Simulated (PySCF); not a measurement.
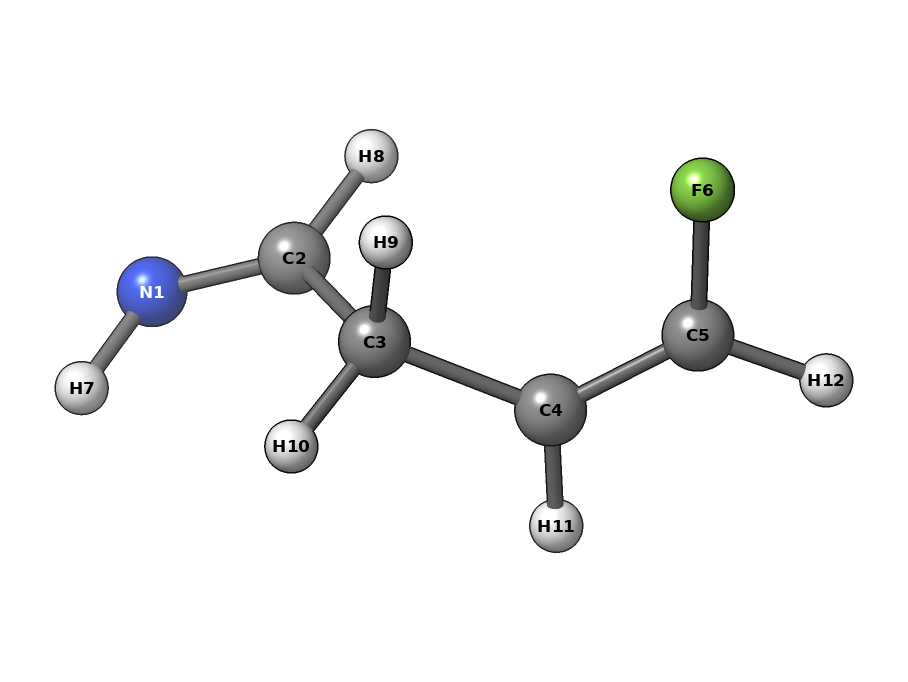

The geometry was computed by an optimisation with GFN2-xTB. No frequency run is at hand to confirm it as a minimum. Method: B3LYP/pcJ-1 indirect spin-spin coupling, non-relativistic, gas phase (PySCF 2.14.0). Isotopes: 13C, 19F, 1H, 15N.

Give the spin–spin coupling constants of these pairs, with the number of bonds between them: N1/C2, N1/H7, C5/F6, N1/C3, N1/H8, C4/F6, F6/H12, N1/H9, N1/C4, N1/H10, C3/F6, F6/H11.

| pair | bonds apart | J (Hz) |
| --- | --- | --- |
| N1, C2 | 1 | −6.2 |
| N1, H7 | 1 | −50.9 |
| C5, F6 | 1 | −329.6 |
| N1, C3 | 2 | 3.5 |
| N1, H8 | 2 | −15.9 |
| C4, F6 | 2 | 4.1 |
| F6, H12 | 2 | 90.3 |
| N1, H9 | 3 | −2.0 |
| N1, C4 | 3 | −0.9 |
| N1, H10 | 3 | −1.1 |
| C3, F6 | 3 | 4.2 |
| F6, H11 | 3 | 32.9 |

Density functionals are unreliable for couplings to fluorine, so those rows may be far off.
